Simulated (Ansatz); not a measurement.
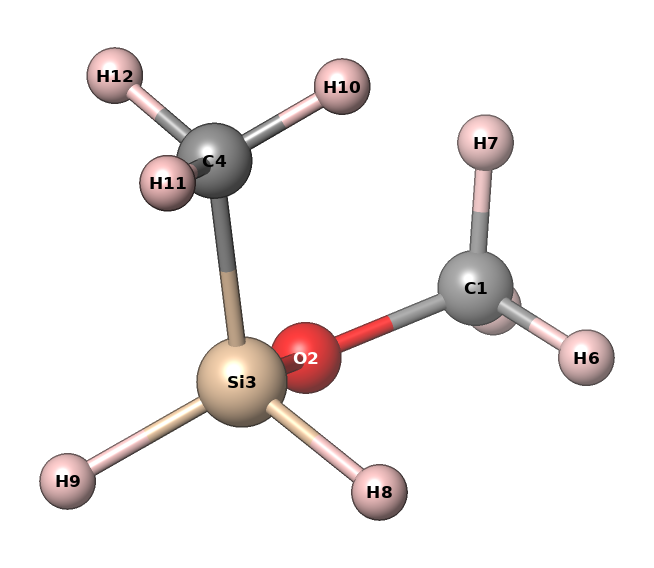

O2 lies behind Si3. The molecule seen a little off the Si3–O2 bond, Si3 in front. Atoms fade into the background with distance from the viewer. The geometry was computed by an optimisation with PBE0-D4/def2-TZVP.

### What is the torsion angle C4–Si3–O2–C1? The sign is positive where the front bond must turn clockwise to cover the back bond.

66°, synclinal (gauche).
